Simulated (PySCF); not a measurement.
# C₂H₉PSi₂: NMR shifts at several levels of theory, part 2 of 2

PySCF 2.14.0. Atoms count from 0.

### Step 8. Nuclear shieldings: PBE0/cc-pVTZ

Job settings and geometry (Å):

```
{"job": {"kind": "nmr", "xc": "PBE0", "basis": "cc-pVTZ", "pop": true}, "charge": 0, "multiplicity": 1}
Si    -1.816123     0.833882    -0.441956
C     -0.949133     0.201504     1.103806
C      0.159700    -0.561515     1.145605
Si     1.119836    -1.192091    -0.338092
P      2.786198     0.197670    -1.001009
H     -2.721430    -0.204708    -1.024387
H     -0.821985     1.236001    -1.483674
H     -2.637440     2.026932    -0.076366
H     -1.400159     0.498381     2.062228
H      0.557174    -0.836044     2.134155
H      1.753382    -2.502176     0.002624
H      0.202285    -1.382296    -1.502866
H      1.976795     1.367563    -0.862963
H      3.327415     0.309220     0.318397
```

Level: GIAO PBE0/cc-pVTZ NMR shielding, non-relativistic, gas phase.

Standard output:

```text
coarse grid: 12624 points
cycle   1  E = -1001.4807071044  dE = -1.837e-03  |g| = 3.160e-01  |ddm| = 6.643e+00
cycle   2  E = -1001.4747364816  dE =  5.971e-03  |g| = 3.382e-01  |ddm| = 1.102e+00
cycle   3  E = -1001.5053032558  dE = -3.057e-02  |g| = 4.415e-02  |ddm| = 5.945e-01
cycle   4  E = -1001.5058201236  dE = -5.169e-04  |g| = 1.750e-02  |ddm| = 1.020e-01
cycle   5  E = -1001.5059187737  dE = -9.865e-05  |g| = 3.165e-03  |ddm| = 3.584e-02
cycle   6  E = -1001.5059207977  dE = -2.024e-06  |g| = 1.593e-03  |ddm| = 6.794e-03
final grid: 106544 points
cycle   7  E = -1001.5181966046  dE = -3.240e-05  |g| = 6.673e-03  |ddm| = 8.033e-02
cycle   8  E = -1001.5181838843  dE =  1.272e-05  |g| = 9.340e-03  |ddm| = 2.471e-02
cycle   9  E = -1001.5182078188  dE = -2.393e-05  |g| = 1.316e-03  |ddm| = 1.462e-02
cycle  10  E = -1001.5182082458  dE = -4.271e-07  |g| = 3.407e-04  |ddm| = 2.093e-03
cycle  11  E = -1001.5182082785  dE = -3.264e-08  |g| = 6.454e-05  |ddm| = 5.707e-04
cycle  12  E = -1001.5182082796  dE = -1.157e-09  |g| = 1.662e-05  |ddm| = 1.373e-04
cycle  13  E = -1001.5182082797  dE = -9.049e-11  |g| = 3.047e-06  |ddm| = 3.563e-05
converged SCF energy = -1001.5182082797

GIAO shielding tensors (ppm)
atom      isotropic    diamagn.    paramagn.     s11        s22        s33       span
  0 Si     435.519     887.797    -452.278    416.539    424.990    465.030     48.491
  1 C       38.706     249.364    -210.658    -79.612     20.497    175.233    254.845
  2 C       27.869     250.990    -223.121    -96.774     10.725    169.657    266.431
  3 Si     412.474     889.003    -476.529    380.694    415.921    440.807     60.114
  4 P      594.314     968.393    -374.078    561.409    581.364    640.170     78.761
  5 H       26.951      29.497      -2.546     24.135     25.340     31.379      7.244
  6 H       26.950      31.674      -4.724     23.261     27.748     29.840      6.579
  7 H       27.204      28.909      -1.705     24.433     25.143     32.037      7.604
  8 H       24.108      29.689      -5.581     22.260     23.180     26.884      4.625
  9 H       23.787      30.434      -6.648     20.785     23.990     26.585      5.800
 10 H       26.807      29.159      -2.352     23.780     24.775     31.867      8.087
 11 H       26.536      31.389      -4.853     23.287     26.030     30.289      7.001
 12 H       29.659      31.544      -1.884     24.801     27.763     36.414     11.613
 13 H       29.701      30.036      -0.334     25.666     26.849     36.589     10.923
```

Wall time 39 s (1 thread of Arm Neoverse V2, shared host); peak memory 1.1 GiB.

In short: δ C2 159.4, C1 148.6, Si3 -52.5, Si0 -75.5, H9 7.50, H8 7.18 ppm.

### Step 9. Nuclear shieldings: PBE0/aug-cc-pVDZ

Same as in step 8 but for these lines:

```diff
@@ -1,2 +1,2 @@
-{"job": {"kind": "nmr", "xc": "PBE0", "basis": "cc-pVTZ", "pop": true}, "charge": 0, "multiplicity": 1}
+{"job": {"kind": "nmr", "xc": "PBE0", "basis": "aug-cc-pVDZ", "pop": true}, "charge": 0, "multiplicity": 1}
 Si    -1.816123     0.833882    -0.441956
```

Level: GIAO PBE0/aug-cc-pVDZ NMR shielding, non-relativistic, gas phase.

Standard output:

```text
coarse grid: 12624 points
cycle   1  E = -1001.4186472809  dE =  4.692e-02  |g| = 2.763e-01  |ddm| = 9.064e+00
cycle   2  E = -1001.4132075073  dE =  5.440e-03  |g| = 3.072e-01  |ddm| = 1.992e+00
cycle   3  E = -1001.4407087266  dE = -2.750e-02  |g| = 3.419e-02  |ddm| = 9.200e-01
cycle   4  E = -1001.4410354785  dE = -3.268e-04  |g| = 1.620e-02  |ddm| = 1.614e-01
cycle   5  E = -1001.4411344500  dE = -9.897e-05  |g| = 2.089e-03  |ddm| = 4.967e-02
cycle   6  E = -1001.4411353773  dE = -9.274e-07  |g| = 1.447e-03  |ddm| = 7.887e-03
final grid: 106544 points
cycle   7  E = -1001.4595155574  dE = -1.342e-05  |g| = 6.132e-03  |ddm| = 1.824e-01
cycle   8  E = -1001.4595025252  dE =  1.303e-05  |g| = 9.003e-03  |ddm| = 4.491e-02
cycle   9  E = -1001.4595267213  dE = -2.420e-05  |g| = 1.054e-03  |ddm| = 2.353e-02
cycle  10  E = -1001.4595270262  dE = -3.049e-07  |g| = 1.675e-04  |ddm| = 2.399e-03
cycle  11  E = -1001.4595270347  dE = -8.521e-09  |g| = 3.644e-05  |ddm| = 5.528e-04
cycle  12  E = -1001.4595270352  dE = -4.588e-10  |g| = 1.010e-05  |ddm| = 1.591e-04
converged SCF energy = -1001.4595270352

GIAO shielding tensors (ppm)
atom      isotropic    diamagn.    paramagn.     s11        s22        s33       span
  0 Si     492.905     896.647    -403.742    468.559    489.042    521.112     52.553
  1 C       53.145     210.692    -157.547    -57.953     34.643    182.746    240.699
  2 C       42.145     209.881    -167.737    -75.323     24.504    177.253    252.576
  3 Si     465.758     896.153    -430.395    440.148    466.193    490.934     50.786
  4 P      627.188     968.494    -341.306    598.042    619.017    664.504     66.462
  5 H       26.970      29.474      -2.505     24.031     25.298     31.581      7.550
  6 H       26.988      31.760      -4.772     23.204     27.746     30.014      6.811
  7 H       27.233      28.709      -1.476     24.389     25.077     32.233      7.843
  8 H       24.092      38.335     -14.243     22.466     23.193     26.615      4.149
  9 H       23.765      39.226     -15.461     20.920     24.028     26.348      5.429
 10 H       26.818      28.461      -1.643     23.682     24.711     32.060      8.378
 11 H       26.572      30.395      -3.823     23.214     26.080     30.422      7.208
 12 H       29.726      30.780      -1.054     24.717     27.911     36.551     11.834
 13 H       29.794      28.339       1.456     25.632     26.958     36.793     11.160
```

It took 26 s on 1 thread of Arm Neoverse V2, shared host; peak memory 0.92 GiB.

Key values: δ C2 153.0, C1 142.0, Si3 -49.0, Si0 -76.2, H9 7.63, H8 7.30 ppm.

### Step 10. Shielding tensors: PBE0/IGLO-III

Same as in step 9 but for these lines:

```diff
@@ -1,2 +1,2 @@
-{"job": {"kind": "nmr", "xc": "PBE0", "basis": "aug-cc-pVDZ", "pop": true}, "charge": 0, "multiplicity": 1}
+{"job": {"kind": "nmr", "xc": "PBE0", "basis": "IGLO-III", "pop": true}, "charge": 0, "multiplicity": 1}
 Si    -1.816123     0.833882    -0.441956
```

With the program's defaults for keys left out, this is: GIAO PBE0/IGLO-III NMR shielding, non-relativistic, gas phase.

Standard output:

```text
coarse grid: 12624 points
cycle   1  E = -1001.4781303325  dE = -6.102e-02  |g| = 3.622e-01  |ddm| = 2.760e+00
cycle   2  E = -1001.4722919839  dE =  5.838e-03  |g| = 3.450e-01  |ddm| = 4.779e-01
cycle   3  E = -1001.5019899257  dE = -2.970e-02  |g| = 6.882e-02  |ddm| = 2.708e-01
cycle   4  E = -1001.5032466157  dE = -1.257e-03  |g| = 1.758e-02  |ddm| = 6.535e-02
cycle   5  E = -1001.5033305415  dE = -8.393e-05  |g| = 5.196e-03  |ddm| = 2.322e-02
cycle   6  E = -1001.5033361055  dE = -5.564e-06  |g| = 1.407e-03  |ddm| = 5.193e-03
final grid: 106544 points
cycle   7  E = -1001.5139130692  dE = -6.555e-05  |g| = 6.965e-03  |ddm| = 4.929e-02
cycle   8  E = -1001.5139022874  dE =  1.078e-05  |g| = 8.930e-03  |ddm| = 1.085e-02
cycle   9  E = -1001.5139231042  dE = -2.082e-05  |g| = 1.465e-03  |ddm| = 6.573e-03
cycle  10  E = -1001.5139235520  dE = -4.478e-07  |g| = 5.932e-04  |ddm| = 1.075e-03
cycle  11  E = -1001.5139236457  dE = -9.369e-08  |g| = 1.126e-04  |ddm| = 4.097e-04
cycle  12  E = -1001.5139236488  dE = -3.042e-09  |g| = 1.978e-05  |ddm| = 9.030e-05
cycle  13  E = -1001.5139236489  dE = -1.128e-10  |g| = 3.185e-06  |ddm| = 2.353e-05
converged SCF energy = -1001.5139236489

GIAO shielding tensors (ppm)
atom      isotropic    diamagn.    paramagn.     s11        s22        s33       span
  0 Si     429.257     888.265    -459.008    408.682    423.656    455.433     46.750
  1 C       30.596     250.766    -220.170    -91.448     11.768    171.468    262.916
  2 C       18.965     252.922    -233.957   -110.212      1.465    165.643    275.855
  3 Si     402.266     889.131    -486.865    369.635    407.983    429.179     59.544
  4 P      582.237     970.249    -388.012    545.769    572.616    628.326     82.557
  5 H       26.931      29.202      -2.271     24.175     25.372     31.246      7.071
  6 H       26.908      31.042      -4.134     23.245     27.735     29.745      6.500
  7 H       27.164      29.103      -1.939     24.429     25.146     31.915      7.486
  8 H       24.201      30.147      -5.946     22.375     23.311     26.917      4.542
  9 H       23.875      31.022      -7.147     20.879     24.103     26.642      5.764
 10 H       26.795      29.195      -2.399     23.861     24.806     31.719      7.858
 11 H       26.520      30.499      -3.979     23.333     26.065     30.162      6.830
 12 H       29.655      31.889      -2.234     24.775     27.707     36.482     11.707
 13 H       29.704      30.758      -1.054     25.638     26.855     36.619     10.981
```

Wall time 36 s (1 thread of Arm Neoverse V2, shared host); peak memory 1.2 GiB.

In short: δ C2 164.8, C1 153.2, Si3 -56.9, Si0 -83.9, H9 7.50, H8 7.17 ppm.

### Step 11. Nuclear shieldings: PBE0/pcSseg-0

Same as in step 10 but for these lines:

```diff
@@ -1,2 +1,2 @@
-{"job": {"kind": "nmr", "xc": "PBE0", "basis": "IGLO-III", "pop": true}, "charge": 0, "multiplicity": 1}
+{"job": {"kind": "nmr", "xc": "PBE0", "basis": "pcSseg-0", "pop": true}, "charge": 0, "multiplicity": 1}
 Si    -1.816123     0.833882    -0.441956
```

Level: GIAO PBE0/pcSseg-0 NMR shielding, non-relativistic, gas phase.

Standard output:

```text
coarse grid: 12624 points
cycle   1  E = -1000.0470432744  dE = -4.084e-02  |g| = 2.599e-01  |ddm| = 3.668e+00
cycle   2  E = -1000.0506019042  dE = -3.559e-03  |g| = 2.439e-01  |ddm| = 7.345e-01
cycle   3  E = -1000.0676821474  dE = -1.708e-02  |g| = 2.939e-02  |ddm| = 3.703e-01
cycle   4  E = -1000.0678799247  dE = -1.978e-04  |g| = 1.578e-02  |ddm| = 6.595e-02
cycle   5  E = -1000.0679474104  dE = -6.749e-05  |g| = 5.184e-03  |ddm| = 2.588e-02
cycle   6  E = -1000.0679541662  dE = -6.756e-06  |g| = 1.663e-03  |ddm| = 8.153e-03
final grid: 106544 points
cycle   7  E = -1000.1672968360  dE = -9.344e-06  |g| = 5.420e-03  |ddm| = 2.472e-02
cycle   8  E = -1000.1672895710  dE =  7.265e-06  |g| = 7.277e-03  |ddm| = 2.126e-02
cycle   9  E = -1000.1673054498  dE = -1.588e-05  |g| = 1.004e-03  |ddm| = 1.235e-02
cycle  10  E = -1000.1673057242  dE = -2.744e-07  |g| = 9.311e-05  |ddm| = 1.219e-03
cycle  11  E = -1000.1673057272  dE = -2.987e-09  |g| = 2.532e-05  |ddm| = 2.395e-04
cycle  12  E = -1000.1673057274  dE = -1.928e-10  |g| = 7.367e-06  |ddm| = 5.890e-05
converged SCF energy = -1000.1673057274

GIAO shielding tensors (ppm)
atom      isotropic    diamagn.    paramagn.     s11        s22        s33       span
  0 Si     464.692     879.673    -414.981    432.497    443.928    517.651     85.154
  1 C       41.890     263.470    -221.580    -81.540     22.231    184.979    266.519
  2 C       35.776     264.666    -228.889    -90.226     17.675    179.879    270.106
  3 Si     431.497     880.383    -448.886    375.629    432.178    486.686    111.057
  4 P      644.314     964.943    -320.629    610.355    626.913    695.674     85.319
  5 H       28.388      28.341       0.047     25.031     26.602     33.531      8.501
  6 H       28.446      28.729      -0.283     23.870     29.919     31.550      7.681
  7 H       28.599      28.658      -0.059     25.129     26.586     34.081      8.952
  8 H       25.940      31.249      -5.309     24.467     25.709     27.645      3.178
  9 H       25.810      31.690      -5.880     24.107     25.606     27.716      3.609
 10 H       28.242      29.176      -0.935     24.062     26.472     34.191     10.129
 11 H       28.060      28.917      -0.857     23.950     27.966     32.263      8.313
 12 H       31.288      29.131       2.158     25.801     29.492     38.572     12.770
 13 H       31.333      30.161       1.172     26.843     28.058     39.099     12.256
```

Wall time 5.5 s (1 thread of Arm Neoverse V2, shared host); peak memory 0.49 GiB.

Key values: δ C2 157.7, C1 151.6, Si3 -83.0, Si0 -116.2, H9 7.02, H8 6.89 ppm.

### Step 12. Nuclear shieldings: PBE0/pcSseg-2

Same as in step 11 but for these lines:

```diff
@@ -1,2 +1,2 @@
-{"job": {"kind": "nmr", "xc": "PBE0", "basis": "pcSseg-0", "pop": true}, "charge": 0, "multiplicity": 1}
+{"job": {"kind": "nmr", "xc": "PBE0", "basis": "pcSseg-2", "pop": true}, "charge": 0, "multiplicity": 1}
 Si    -1.816123     0.833882    -0.441956
```

Level: GIAO PBE0/pcSseg-2 NMR shielding, non-relativistic, gas phase.

Standard output:

```text
coarse grid: 12624 points
cycle   1  E = -1001.4929034513  dE = -1.907e-02  |g| = 3.278e-01  |ddm| = 2.674e+00
cycle   2  E = -1001.4867267295  dE =  6.177e-03  |g| = 3.430e-01  |ddm| = 5.056e-01
cycle   3  E = -1001.5177125392  dE = -3.099e-02  |g| = 5.005e-02  |ddm| = 2.959e-01
cycle   4  E = -1001.5183698635  dE = -6.573e-04  |g| = 1.719e-02  |ddm| = 7.050e-02
cycle   5  E = -1001.5184529786  dE = -8.312e-05  |g| = 4.440e-03  |ddm| = 2.458e-02
cycle   6  E = -1001.5184563383  dE = -3.360e-06  |g| = 1.922e-03  |ddm| = 4.850e-03
final grid: 106544 points
cycle   7  E = -1001.5313550730  dE = -5.088e-05  |g| = 6.700e-03  |ddm| = 3.859e-02
cycle   8  E = -1001.5313392226  dE =  1.585e-05  |g| = 1.003e-02  |ddm| = 1.325e-02
cycle   9  E = -1001.5313666282  dE = -2.741e-05  |g| = 1.312e-03  |ddm| = 8.380e-03
cycle  10  E = -1001.5313670326  dE = -4.044e-07  |g| = 4.214e-04  |ddm| = 1.229e-03
cycle  11  E = -1001.5313670807  dE = -4.816e-08  |g| = 5.998e-05  |ddm| = 3.663e-04
cycle  12  E = -1001.5313670815  dE = -8.126e-10  |g| = 1.542e-05  |ddm| = 8.126e-05
converged SCF energy = -1001.5313670815

GIAO shielding tensors (ppm)
atom      isotropic    diamagn.    paramagn.     s11        s22        s33       span
  0 Si     424.043     879.244    -455.201    404.024    416.884    451.221     47.197
  1 C       29.275     254.229    -224.954    -93.915      9.646    172.094    266.009
  2 C       18.411     255.986    -237.575   -111.353      0.233    166.353    277.707
  3 Si     397.704     880.400    -482.695    363.759    403.514    425.839     62.080
  4 P      575.492     966.311    -390.819    543.823    564.702    617.950     74.127
  5 H       26.917      29.007      -2.089     24.111     25.369     31.272      7.161
  6 H       26.939      30.663      -3.724     23.272     27.788     29.758      6.487
  7 H       27.165      29.033      -1.869     24.449     25.091     31.954      7.505
  8 H       24.061      30.328      -6.267     22.292     23.136     26.757      4.465
  9 H       23.738      31.166      -7.427     20.840     23.907     26.468      5.627
 10 H       26.768      29.268      -2.500     23.800     24.766     31.737      7.937
 11 H       26.507      30.692      -4.185     23.280     26.103     30.138      6.858
 12 H       29.483      31.390      -1.908     24.657     27.561     36.230     11.573
 13 H       29.489      30.055      -0.566     25.383     26.720     36.365     10.983
```

Wall time 43 s (1 thread of Arm Neoverse V2, shared host); peak memory 1.4 GiB.

In short: δ C2 165.7, C1 154.9, Si3 -56.4, Si0 -82.8, H9 7.51, H8 7.18 ppm.

### Step 13. Side by side: NMR shifts

Shifts (ppm) of some atoms, chosen among heavy atoms and hydrogens apart, with basis size and wall time:

| run | C2 | C1 | H9 | H8 | Si3 | Si0 | P4 | functions | time |
| --- | --- | --- | --- | --- | --- | --- | --- | --- | --- |
| PBE0/6-31G* | 144.7 | 136.8 | 7.07 | 6.81 | -26.0 | -48.7 | -230.5 | 100 | 7.7 s |
| PBE0/6-311+G(2d,p) | 159.0 | 148.1 | 7.49 | 7.16 | -54.5 | -81.4 | -279.2 | 213 | 21 s |
| PBE0/def2-SVP | 150.6 | 141.8 | 7.12 | 6.87 | -53.3 | -79.3 | -247.7 | 127 | 9.6 s |
| PBE0/def2-TZVP | 160.8 | 149.7 | 7.51 | 7.17 | -57.1 | -83.4 | -284.6 | 227 | 25 s |
| PBE0/cc-pVDZ | 151.7 | 142.4 | 7.25 | 6.98 | -48.8 | -72.5 | -240.5 | 127 | 12 s |
| PBE0/cc-pVTZ | 159.4 | 148.6 | 7.50 | 7.18 | -52.5 | -75.5 | -274.6 | 288 | 39 s |
| PBE0/aug-cc-pVDZ | 153.0 | 142.0 | 7.63 | 7.30 | -49.0 | -76.2 | -255.1 | 208 | 26 s |
| PBE0/IGLO-III | 164.8 | 153.2 | 7.50 | 7.17 | -56.9 | -83.9 | -275.5 | 292 | 36 s |
| PBE0/pcSseg-0 | 157.7 | 151.6 | 7.02 | 6.89 | -83.0 | -116.2 | -362.9 | 75 | 5.5 s |
| PBE0/pcSseg-2 | 165.7 | 154.9 | 7.51 | 7.18 | -56.4 | -82.8 | -278.9 | 327 | 43 s |

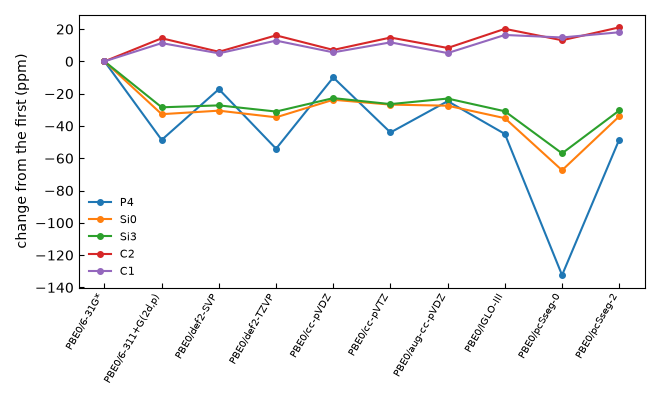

How five of the tabulated atoms move from run to run.

### Step 14. Results

This closing draws on all 2 parts.

```
                                                            quantity                             value
                                                         point group                                C1
                                rotational constants (main isotopes)              3.82, 1.11, 0.99 GHz
                                13C shifts against TMS (PBE0/6-31G*)                  144.7, 136.8 ppm
1H shifts against TMS (PBE0/6-31G*, means over atoms taken as alike)  7.07, 6.81, 4.69, 4.39, 1.74 ppm
                               29Si shifts against TMS (PBE0/6-31G*)                  -26.0, -48.7 ppm
                              31P shifts against H3PO4 (PBE0/6-31G*)                        -230.5 ppm
                                            range of the shift of P4              -362.9 to -230.5 ppm
```

Single values in the summary come from the first sound run of each kind (PBE0/6-31G*), which need not be the best level. The start of the PBE0/def2-SVP relaxation was shaken at random by about 0.01 Å, so part of the energy gained, and of the first lengths quoted, undoes that. Over 7 steps the energy fell by 0.136 eV; of the close pairs, Si3–P4 changed most, 2.221 to 2.269 Å. No frequency check was run at this level, so the end point may be a saddle. In ppm, P4 moves most: its shift spreads over 132.4 ppm, from -362.9 (PBE0/pcSseg-0) to -230.5 (PBE0/6-31G*). Most of that comes from the computed reference, not from the atom's own shielding.
